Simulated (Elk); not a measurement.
## KCrF3: orders under strain along c

Wanted: the trend of the moments of KCrF3 with strain along c.

Calculated with Elk 11.2.3 (patched build); LDA (Perdew-Wang) with U = 3.50 eV on Cr d; all-electron APW+lo, Dirac cores, scalar-relativistic bands.

## Step 1: Starting point

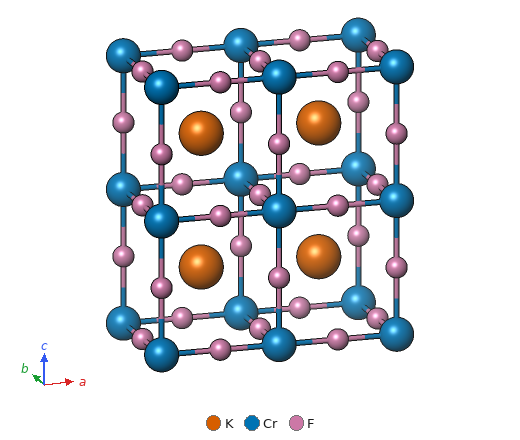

Start, viewed slightly off an axis; potassium orange, chromium blue, fluorine pink. 2×1×2 cells are drawn. Some periodic images of atoms are drawn too.

The cell comes from a database of computed structures and need not be the stable phase.

The settings of this session are not all sound (see the inputs), so it shows what such settings give, not the properties of the crystal.

## Step 2: Factor 0.94, start ferro +

The series opens at one end, with each start in turn. A Hubbard term is added for the open shell, at a value in common use.

Lengths along c scale by the factor. Atoms keep their fractional places. The sphere radii are fixed at values that fit the tightest cell, so that all points share one basis rule.

Moments are seeded by fields in the spheres (the last three columns under atoms), set against the wanted direction and reduced each loop.

Contents of elk.in:

```
! muffin-tin radii typed in the species files (bohr): F 1.7263, Cr 2.0716, K 2.0716
tasks
  0

xctype
  3

rgkmax
  7.0

nempty
  5

swidth
  0.002

reducebf
  0.6

epsengy
  1e-05

maxscl
  100

lmaxi
  2

mixtype
  1

beta0
  0.05

spincore
  .true.

spinpol
  .true.

sppath
  './'

avec
  7.73580176103 0.00000000000 0.00000000000
  0.00000000000 7.73580176103 0.00000000000
  0.00000000000 0.00000000000 8.17230729309

atoms
  3
  'K.in'
  1
  0.5000000000 0.5000000000 0.5000000000   0.000000 0.000000 0.000000
  'Cr.in'
  1
  0.0000000000 0.0000000000 0.0000000000   0.000000 0.000000 -0.450000
  'F.in'
  3
  0.0000000000 0.0000000000 0.5000000000   0.000000 0.000000 0.000000
  0.0000000000 0.5000000000 0.0000000000   0.000000 0.000000 0.000000
  0.5000000000 0.0000000000 0.0000000000   0.000000 0.000000 0.000000

ngridk
  6 6 6

dft+u
  1 1
  2 2 0.128623 0.000000
```

The run is started by

```console
$ OMP_NUM_THREADS=4 elk
```

Numbers of over 12 decimals in the logs are rounded to 6 here.

Log:

```text
Warning(init1): few empty states an atom for a second variation :    5.000000000
 they are its basis, with spin, DFT+U, afieldc (12 by default), in Hartree-Fock and RDMFT; 30 and more for pressures
Warning(gndstate): forces or DFT+U at lmaxo under 8 : 6
  [figures from our tests cut]: type lmaxo 8 and lmaxapw 10

--- INFO.OUT ---
┌─────────────────────────┐
│ Elk code version 11.2.3 │
└─────────────────────────┘

All units are atomic (Hartree, Bohr, etc.)

┌─────────────────────────────────────────────────┐
│ Ground-state run starting from atomic densities │
└─────────────────────────────────────────────────┘

Lattice vectors :
   7.735801761       0.000000000       0.000000000
   0.000000000       7.735801761       0.000000000
   0.000000000       0.000000000       8.172307293

Species : 1 (K)
 parameters loaded from : K.in
 name : potassium
 nuclear charge    :   -19.00000000
 electronic charge :    19.00000000
 atomic mass :    71271.84090
 muffin-tin radius :    2.071600000
 number of radial points in muffin-tin :    497
 inner part over the whole radius :   0.9716370969E-02
 number on inner part of muffin-tin    :    347
 approximate nuclear radius :   0.6514746337E-04
 number of mesh points to nuclear radius :    161
 atomic positions (lattice), magnetic fields (Cartesian) :
  1 :   0.00000000  0.00000000  0.00000000    0.00000000  0.00000000  0.00000000

Species : 2 (Cr)
 parameters loaded from : Cr.in
 name : chromium
 nuclear charge    :   -24.00000000
 electronic charge :    24.00000000
 atomic mass :    94783.09202
 muffin-tin radius :    2.071600000
 number of radial points in muffin-tin :    497
 inner part over the whole radius :   0.9981609629E-02
 number on inner part of muffin-tin    :    349
 approximate nuclear radius :   0.6987106690E-04
 number of mesh points to nuclear radius :    166
 atomic positions (lattice), magnetic fields (Cartesian) :
  1 :   0.50000000  0.50000000  0.50000000    0.00000000  0.00000000 -0.45000000

Species : 3 (F)
 parameters loaded from : F.in
 name : fluorine
 nuclear charge    :   -9.000000000
 electronic charge :    9.000000000
 atomic mass :    34631.97045
 muffin-tin radius :    1.726300000
 number of radial points in muffin-tin :    297
 inner part over the whole radius :   0.9661389574E-02
 number on inner part of muffin-tin    :    204
 approximate nuclear radius :   0.5278478738E-04
 number of mesh points to nuclear radius :     89
 atomic positions (lattice), magnetic fields (Cartesian) :
  1 :   0.50000000  0.50000000  0.00000000    0.00000000  0.00000000  0.00000000
  2 :   0.50000000  0.00000000  0.50000000    0.00000000  0.00000000  0.00000000
  3 :   0.00000000  0.50000000  0.50000000    0.00000000  0.00000000  0.00000000

Total number of atoms per unit cell :    5
Total muffin-tin volume :    139.1279577
 ratio of muffin-tin to unit cell volume :   0.2844847938

Spin treatment :
 spin-polarised
 spin-polarised core states
 global magnetic field (Cartesian) :    0.000000000       0.000000000       0.000000000
 collinear magnetisation in z-direction

Number of Bravais lattice symmetries :   16
Number of crystal symmetries         :   16
Crystal has inversion symmetry
Real symmetric eigensolver will be used

k-point grid :      6     6     6
k-point offset :    0.000000000       0.000000000       0.000000000
k-point set is reduced with full crystal symmetry group
Total number of k-points :       40

Muffin-tin radius times maximum |G+k| :    7.000000000
 using average radius
Maximum |G+k| for APW functions       :    3.754518832
Maximum (1/2)|G+k|²                   :    7.048205828
Maximum |G| for potential and density :    12.00000000
Constant for pseudocharge density :    6
 order of it for each species :   13  13  13
 order of it for pair densities of each species (exact exchange by exxq0 0: 13) :   12  12   8
Radial integration step length :    1

G-vector grid sizes :     30    30    32
Number of G-vectors :    14295

Maximum angular momentum used for
 APW functions            :    8
 outer part of muffin-tin :    6
 inner part of muffin-tin :    2

Number of empty states         :     25
Total number of valence states :     96
Total number of core states    :     26

Third-order local-orbitals added for an l without core states : T
Total number of local-orbitals :     64

Exchange-correlation functional :      3     0     0
 Perdew-Wang/Ceperley-Alder, Phys. Rev. B 45, 13244 (1992)
 gradient requirement :    0
 local density approximation (LDA)

DFT+U calculation
 fully localised limit (FLL)
 see Phys. Rev. B 52, R5467 (1995)
 species : 2 (Cr), l = 2, U =   0.12862300, J =   0.00000000

Smearing type :    3
 Fermi-Dirac
Smearing width :   0.2000000000E-02
Effective electronic temperature (K) :    631.5500496

Mixing type :    1
 Adaptive linear mixing

Kohn-Sham potential initialised from atomic data

┌──────────────────────────────┐
│ Self-consistent loop started │
└──────────────────────────────┘

┌─────────────────┐
│ Loop number : 1 │
└─────────────────┘

Energies :
 Fermi                       :     0.147670
 sum of occupied eigenvalues :     -1114.2919719212
 electron kinetic            :      1961.9193437710
 core electron kinetic       :      1749.8723295894
 Coulomb                     :     -3801.5968199464
 Coulomb potential           :     -2930.5370693939
 nuclear-nuclear             :     -322.47312181266
 electron-nuclear            :     -4036.2158622367
 Hartree                     :      557.09216410299
 Madelung                    :     -2336.3282852495
 xc potential                :     -145.52178898431
 xc effective B-field        :    -0.196163
 external B-field            :      0.000000
 exchange                    :     -102.99804914313
 correlation                 :     -5.477708
 DFT+U                       :     0.145347
 electron entropic           :    -0.62754473179801E-03
 total energy                :     -1948.0085141085
 (external B-field energy excluded from total)

Density of states at Fermi energy :    46.80882767
 (states/Hartree/unit cell)

Estimated indirect band gap :   0.2154678938E-02
 from k-point 5 to k-point 4
Estimated direct band gap   :   0.5013521895E-02
 at k-point 15

Charges :
 core                        :    26.00000000
 valence                     :    44.00000000
 interstitial                :    5.227181532
 muffin-tins (core leakage)
  species : 1 (K)
   atom 1                    :    17.01231788     ( -0.1055207031E-05)
  species : 2 (Cr)
   atom 1                    :    21.40298609     ( -0.3442390359E-05)
  species : 3 (F)
   atom 1                    :    8.781610675     ( -0.4544665174E-05)
   atom 2                    :    8.787951914     ( -0.4544662326E-05)
   atom 3                    :    8.787951914     ( -0.4544662326E-05)
 total in muffin-tins        :    64.77281847
 total calculated charge     :    69.99970616
 total charge                :    70.00000000
 error                       :   0.2938443897E-03

Moments :
 interstitial                :   0.5718512448
 muffin-tins
  species : 1 (K)
   atom 1                    :   0.8115439951E-02
  species : 2 (Cr)
   atom 1                    :    3.095733530
  species : 3 (F)
   atom 1                    :   0.4473665099E-01
   atom 2                    :   0.4753117093E-01
   atom 3                    :   0.4753117093E-01
 total in muffin-tins        :    3.243647963
 total moment                :    3.815499208

[... earlier loops left out ...]

┌──────────────────┐
│ Loop number : 22 │
└──────────────────┘

Energies :
 Fermi                       :     0.181111
 sum of occupied eigenvalues :     -1108.3734578271
 electron kinetic            :      1961.8111525201
 core electron kinetic       :      1749.8396309138
 Coulomb                     :     -3801.4111292056
 Coulomb potential           :     -2927.0574306202
 nuclear-nuclear             :     -322.47312181266
 electron-nuclear            :     -4039.3299139350
 Hartree                     :      560.39190654210
 Madelung                    :     -2337.8824138955
 xc potential                :     -142.88068970168
 xc effective B-field        :    -0.246490
 external B-field            :      0.000000
 exchange                    :     -102.80937760707
 correlation                 :     -5.465357
 DFT+U                       :     0.196125
 electron entropic           :    -0.10445823573290E-03
 total energy                :     -1947.6786910001
 (external B-field energy excluded from total)

Density of states at Fermi energy :    8.275028222
 (states/Hartree/unit cell)

Estimated indirect band gap :   0.1046771995E-03
 from k-point 39 to k-point 31
Estimated direct band gap   :   0.2285324357E-01
 at k-point 1

Charges :
 core                        :    26.00000000
 valence                     :    44.00000000
 interstitial                :    5.468104104
 muffin-tins (core leakage)
  species : 1 (K)
   atom 1                    :    17.05970030     ( -0.1084610609E-05)
  species : 2 (Cr)
   atom 1                    :    21.91245626     ( -0.3442432094E-05)
  species : 3 (F)
   atom 1                    :    8.506451490     ( -0.4544639131E-05)
   atom 2                    :    8.526643927     ( -0.4544635867E-05)
   atom 3                    :    8.526643927     ( -0.4544635867E-05)
 total in muffin-tins        :    64.53189590
 total calculated charge     :    69.99972974
 total charge                :    70.00000000
 error                       :   0.2702556118E-03

Moments :
 interstitial                :   0.4177217462
 muffin-tins
  species : 1 (K)
   atom 1                    :   0.8211021953E-04
  species : 2 (Cr)
   atom 1                    :    3.481206587
  species : 3 (F)
   atom 1                    :   0.5569186413E-01
   atom 2                    :   0.2261245672E-01
   atom 3                    :   0.2261245672E-01
 total in muffin-tins        :    3.582205474
 total moment                :    3.999927221

┌──────────────────────────────┐
│ Self-consistent loop stopped │
└──────────────────────────────┘

Warning : forces or DFT+U at lmaxo under 8 : 6

Wrote STATE.OUT
```

Elapsed: 76 s, on 4 threads of Arm Neoverse V1, shared host; peak memory 0.17 GiB.

Spin moment in the muffin-tin sphere by atom:

```
atom  spin moment in the muffin-tin sphere (μB)
  K1                                       0.00
 Cr2                                       3.48
  F3                                       0.06
  F4                                       0.02
  F5                                       0.02
```

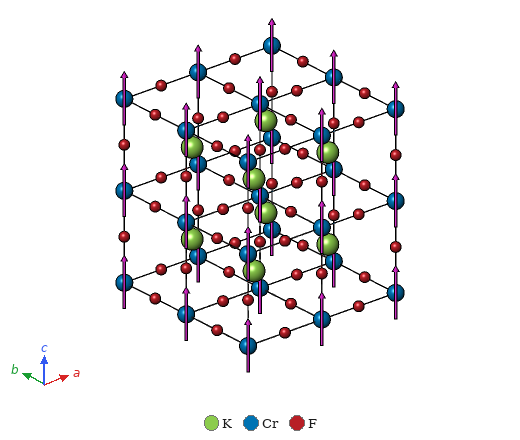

Spin moment in the muffin-tin sphere as arrows, the longest 3.48 μB. Up and down stand for the sign. Arrows give size and sign along the axis of quantisation, drawn up and down the page. 2×2×2 cells are drawn. Some periodic images of atoms are drawn too.

This step gave:

```
density of states at the Fermi level : 0.3041 states/eV/cell
moment between the spheres           : 0.4177 μB
magnetization                        : 4.000 μB
final state                          : ferromagnetic
```

After 22 cycles the largest moment stands at 3.48 μB.

## Step 3: Factor 0.94, start no spin polarisation

Edit elk.in of step 2 so:

```diff
@@ -15,5 +15,2 @@
   0.002
-
-reducebf
-  0.6
 
@@ -37,5 +34,2 @@
 
-spinpol
-  .true.
-
 sppath
@@ -55,3 +49,3 @@
   1
-  0.0000000000 0.0000000000 0.0000000000   0.000000 0.000000 -0.450000
+  0.0000000000 0.0000000000 0.0000000000   0.000000 0.000000 0.000000
   'F.in'
```

The run is started by

```console
$ OMP_NUM_THREADS=4 elk
```

Log:

```text
Warning(init1): few empty states an atom for a second variation :    5.000000000
 they are its basis, with spin, DFT+U, afieldc (12 by default), in Hartree-Fock and RDMFT; 30 and more for pressures
Warning(gndstate): forces or DFT+U at lmaxo under 8 : 6
  [figures from our tests cut]: type lmaxo 8 and lmaxapw 10

--- INFO.OUT ---
┌─────────────────────────┐
│ Elk code version 11.2.3 │
└─────────────────────────┘

All units are atomic (Hartree, Bohr, etc.)

┌─────────────────────────────────────────────────┐
[...]
Moments :
 interstitial                :  -0.5229340209E-15
 muffin-tins
  species : 1 (K)
   atom 1                    :  -0.1303411122E-14
  species : 2 (Cr)
   atom 1                    :  -0.3091233262E-14
  species : 3 (F)
   atom 1                    :  -0.2808663585E-15
   atom 2                    :  -0.2148427088E-15
   atom 3                    :  -0.2148427088E-15
 total in muffin-tins        :  -0.5105196160E-14
 total moment                :  -0.5628130181E-14

┌──────────────────────────────┐
│ Self-consistent loop stopped │
└──────────────────────────────┘

Warning : forces or DFT+U at lmaxo under 8 : 6

Wrote STATE.OUT

[key lines of the parts left out:]
total energy                :     -1947.5655039926
```

Wall time 2 min (4 threads); peak memory 0.17 GiB.

The spin moment in the muffin-tin sphere vanishes on all atoms.

Numbers from this step:

```
final state : non-magnetic
```

It lies 3080 meV a seeded atom over the parallel start.

## Step 4: Factor 1.06, start ferro +

The other end of the series.

Edit elk.in of step 3 so:

```diff
@@ -15,2 +15,5 @@
   0.002
+
+reducebf
+  0.6
 
@@ -34,2 +37,5 @@
 
+spinpol
+  .true.
+
 sppath
@@ -40,3 +46,3 @@
   0.00000000000 7.73580176103 0.00000000000
-  0.00000000000 0.00000000000 8.17230729309
+  0.00000000000 0.00000000000 9.21558056455
 
@@ -49,3 +55,3 @@
   1
-  0.0000000000 0.0000000000 0.0000000000   0.000000 0.000000 0.000000
+  0.0000000000 0.0000000000 0.0000000000   0.000000 0.000000 -0.450000
   'F.in'
```

The run is started by

```console
$ OMP_NUM_THREADS=4 elk
```

Log:

```text
Warning(init1): few empty states an atom for a second variation :    5.000000000
 they are its basis, with spin, DFT+U, afieldc (12 by default), in Hartree-Fock and RDMFT; 30 and more for pressures
Warning(gndstate): forces or DFT+U at lmaxo under 8 : 6
  [figures from our tests cut]: type lmaxo 8 and lmaxapw 10

--- INFO.OUT ---
┌─────────────────────────┐
│ Elk code version 11.2.3 │
└─────────────────────────┘

All units are atomic (Hartree, Bohr, etc.)

┌─────────────────────────────────────────────────┐
[...]
Moments :
 interstitial                :   0.4506461937
 muffin-tins
  species : 1 (K)
   atom 1                    :   0.5900531697E-04
  species : 2 (Cr)
   atom 1                    :    3.472901450
  species : 3 (F)
   atom 1                    :   0.3868164785E-01
   atom 2                    :   0.1882984685E-01
   atom 3                    :   0.1882984685E-01
 total in muffin-tins        :    3.549301797
 total moment                :    3.999947991

┌──────────────────────────────┐
│ Self-consistent loop stopped │
└──────────────────────────────┘

Warning : forces or DFT+U at lmaxo under 8 : 6

Wrote STATE.OUT

[key lines of the parts left out:]
total energy                :     -1947.6665648726
```

Wall time 83 s (4 threads); peak memory 0.17 GiB.

Numbers from this step:

| Item | Value |
| --- | --- |
| density of states at the Fermi level | 2.30e-4 states/eV/cell |
| moment between the spheres | 0.4506 μB |
| magnetization | 4.000 μB |
| final state | ferromagnetic |
| largest moment | 3.473 μB |

After 22 cycles the largest moment stands at 3.47 μB.

## Step 5: A faulty input

An input with a fault is tried, to see how the program answers.

Edit elk.in of step 2 so:

```diff
@@ -1,2 +1 @@
-! muffin-tin radii typed in the species files (bohr): F 1.7263, Cr 2.0716, K 2.0716
 tasks
@@ -40,2 +39,8 @@
 
+spinsprl
+  .true.
+
+vqlss
+  0.5 0.5
+
 sppath
@@ -46,3 +51,3 @@
   0.00000000000 7.73580176103 0.00000000000
-  0.00000000000 0.00000000000 8.17230729309
+  0.00000000000 0.00000000000 8.69394392882
```

The run is started by

```console
$ OMP_NUM_THREADS=4 elk
```

Log:

```text
Fortran runtime error: End of file

	at <dir>
	at <dir>

┌─────────────────────────────────┐
│ Elk code version 11.2.3 started │
└─────────────────────────────────┘
```

It took 0.07 s on 4 threads; peak memory 0.05 GiB.

The input was rejected at the start.

The fault put into the input: a spiral wavevector with two numbers.

vqlss takes three components.

## Step 6: The series

Table of largest sphere moment, ferro + by c axis:

```
c axis (factor)  largest sphere moment, ferro + (μB)
         0.9400                                 3.48
         0.9700                                 3.48
         1.0000                                 3.48
         1.0300                                 3.47
         1.0600                                 3.47
```

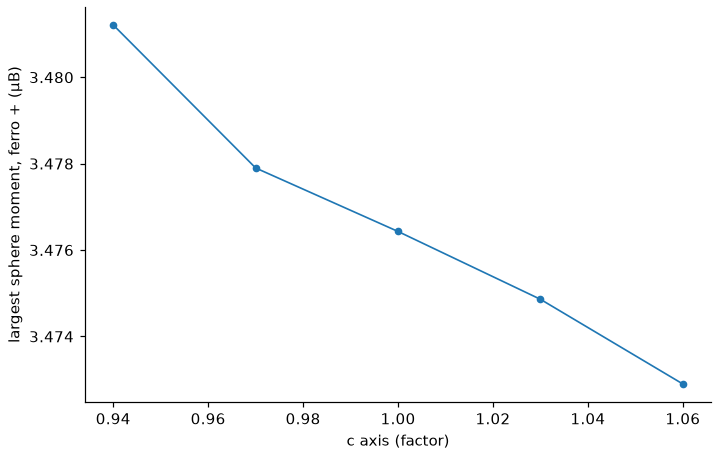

Largest sphere moment, ferro +, plotted against c axis.

Energy less that of the parallel start, no spin polarisation against c axis:

```
c axis (factor)  energy less that of the parallel start, no spin polarisation (meV a seeded atom)
         0.9400                                                                              3080
         0.9700                                                                              3178
         1.0000                                                                              3270
         1.0300                                                                              3353
         1.0600                                                                              3428
```

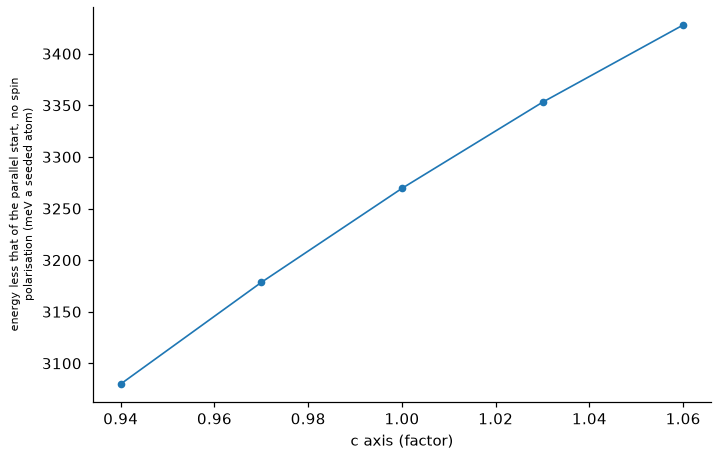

Energy less that of the parallel start, no spin polarisation, plotted against c axis.

## Step 7: Results

```
moment, parallel start                : 3.47 to 3.48 μB
states met from spin-polarised starts : ferromagnetic
```

The moment of the parallel start goes from 3.48 μB at 0.94 to 3.47 μB at 1.06; the net moment of the cell stays the same, so only the share inside the sphere moves. The spinless run goes from 3080 to 3428 meV a seeded atom against the parallel start.

[Logs and program files are shortened in this print: banners, set-up blocks, solver, clock and traceback lines can be left out without a mark of their own.]

[Logs are printed without paths, hosts, clocks, repeated set-up lines and the standing remarks that a program may print on its own settings, such as how far it seeks lower states.]

[Hosts, paths, dates, database ids (printed as entryN), source tags and the programs' standing remarks are cut or masked in the printed files.]

[Where a cell is said to come from a database of computed structures, the database is the Materials Project.]
